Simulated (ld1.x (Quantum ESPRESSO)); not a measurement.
Input of ld1.x (Quantum ESPRESSO) 7.5:

```
 &input
   title='Sn', zed=50., rel=1, dft='PBESOL', iswitch=3,
   config='[Kr] 4d10 5s1.5 5p2.5',
   nld=3, rlderiv=2.75, eminld=-4.0, emaxld=5.0, deld=0.02
 /
 &inputp
   pseudotype=2, tm=.true., lloc=0,
   nlcc=.false.,
   file_pseudopw='Sn.UPF', file_wfcaegen='ae.wfc', file_wfcncgen='nc.wfc', file_beta='beta', file_chi='chi'
 /
3
5P  2  1   2.50   0.00  2.55  2.55  0.0
4D  3  2  10.00   0.00  1.45  1.45  0.0
5S  1  0   1.50   0.00  2.05  2.05  0.0
 &test
   configts(1)='4d10 5s1.5 5p2.5'
 /
```

Run as:
```bash
ld1.x < Sn.in > Sn.out
```

Functional and relativity: PBEsol, scalar-relativistic.

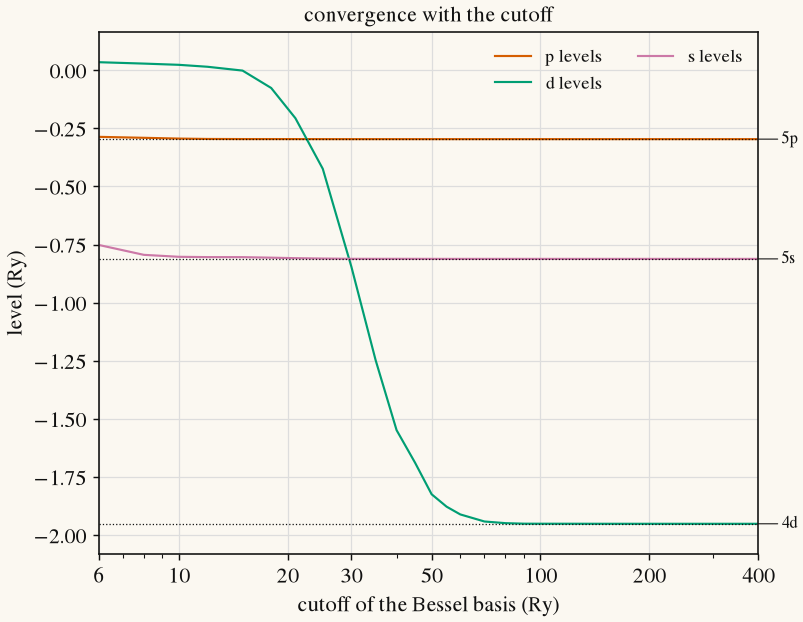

The pseudo-atom Hamiltonian at the reference potential is diagonalised in spherical Bessel functions (20 bohr box) up to the cutoff. Curves: the lowest levels of each channel that holds a bound state. Dotted lines: the all-electron valence levels.

> Is there a ghost state?

No ghost state below the valence levels in the p, d, s, f channels. The curves of the valence states settle on the dotted lines.

> Read the all-electron valence levels.

5p: -0.30 Ry; 4d: -1.95 Ry; 5s: -0.81 Ry.

> Which level is furthest from its value at the highest cutoff when the cutoff is lowest, 6 Ry?

4d, by 1.99 Ry, against 0.06 Ry for 5s.
